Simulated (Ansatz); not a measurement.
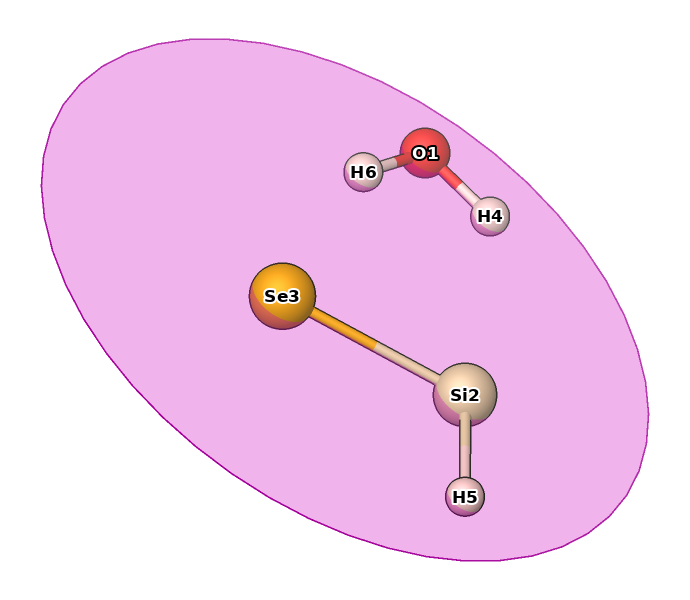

A disc through the centre of mass is drawn in. Depth is shown by fading: the farther an atom, the more it takes the colour of the background. Charge −1, singlet. Computed geometry: PBE0-D4/def2-TZVPD optimisation. No frequency run is at hand to confirm it as a minimum.

> Is the plane of the disc a mirror plane of the structure?

Yes. The reflection leaves O1, Si2, Se3, H4, H5, H6 in place. The point group is Cs.
